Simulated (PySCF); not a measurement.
**BrO$_{3}$W (charge −1): density, localisation and related maps**

Input

```
mol = gto.M(atom='''
W      0.00000     0.34680     0.15321
O      1.42930     0.46542     1.17258
O      0.00000     1.69614    -0.97635
O     -1.42930     0.46542     1.17258
Br     0.00000    -1.85846    -1.09038''',
    basis={'W': 'def2-SVP', 'O': 'def2-SVP', 'Br': 'def2-SVP'},
    ecp={'W': 'def2-SVP'},
    charge=-1, spin=0)
mf = dft.RKS(mol, xc='PBE')
mf.grids.atom_grid = (75, 302)  # f atoms: at least (60, 302), unpruned
mf = mf.density_fit()  # W def2-universal-JKFIT, O def2-universal-JKFIT, Br def2-universal-JKFIT
mf.conv_tol = 1e-09; mf.max_cycle = 55
mf.kernel(dm0)
```

Run with:

```sh
OMP_NUM_THREADS=2 python run.py
```

Core potentials replace the inner electrons of W.

These are results of RKS PBE, W def2-SVP with ECP60, O def2-SVP, Br def2-SVP; non-relativistic Hamiltonian with scalar-relativistic core potentials where named; density fitting in PySCF 2.14.0, not measurements.

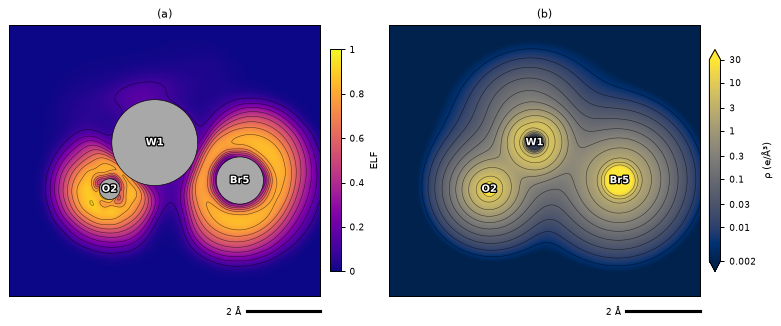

Figure 1. (a) ELF; (b) electron density on the plane of atoms O2, W1 and Br5. Grey discs cover the atomic cores in the ELF map.

What do the fields say about this system?

- The section cuts through W, O and Br sites.
- W–O (1.76 Å): ρ is about 1.6 e/Å³ halfway; the ELF peaks at about 0.80 in the valence shell of O, 0.5 Å from its nucleus, and drops to about 0.40 between the two atoms.
- W–Br (2.53 Å): ρ at the midpoint is about 0.5 e/Å³; the ELF peaks at about 0.75 in the valence shell of Br, 1.0 Å from its nucleus, and is about 0.45 at the midpoint.

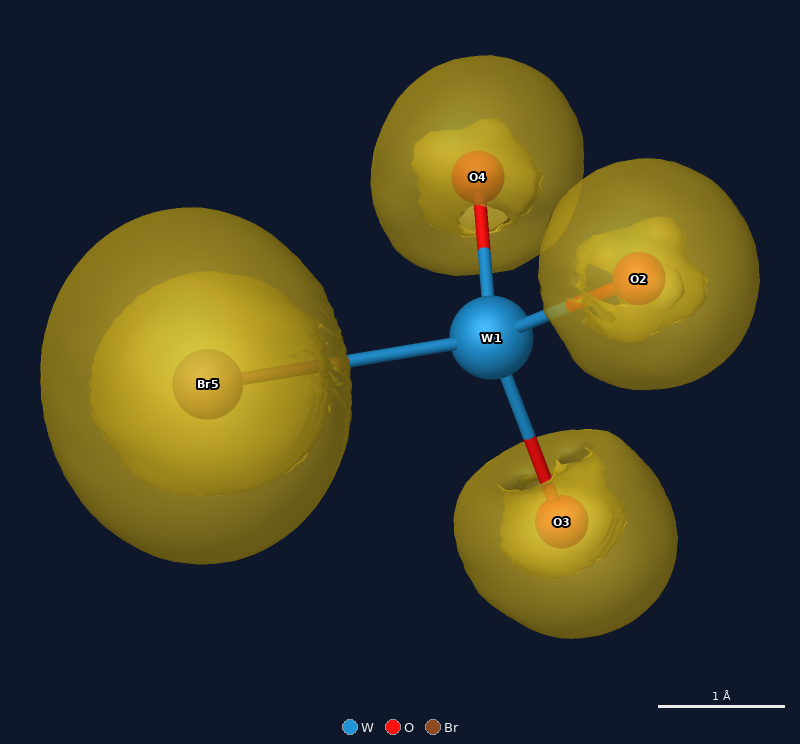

Figure 2. Isosurface of the electron localisation function at 0.75 (yellow), seen at a tilt. Only the valence region is drawn (cores and ρ < 0.01 e/Å³ removed).

Identify the bonds, lone pairs and shells in this picture.

The ELF exceeds this value in one region wrapped around Br (its valence shell) and three regions wrapped around O (the valence shell of each).

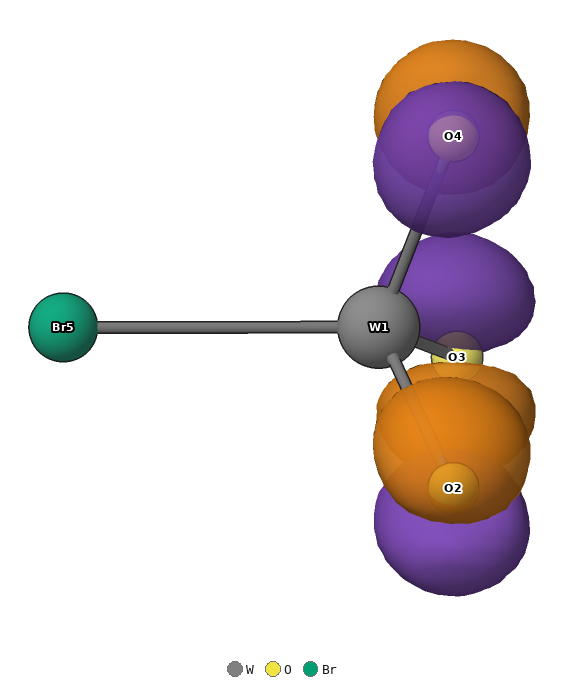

Figure 3. The HOMO at ±0.2 Å⁻³ᐟ² (orange and purple are the two phases), seen from one side.

What is the character of this orbital?

It lies mainly on O2 (about 30 %), O3 (about 30 %) and O4 (about 30 %); largely a combination of lone pairs on O2, O3 and O4. Its energy is −1.72 eV.
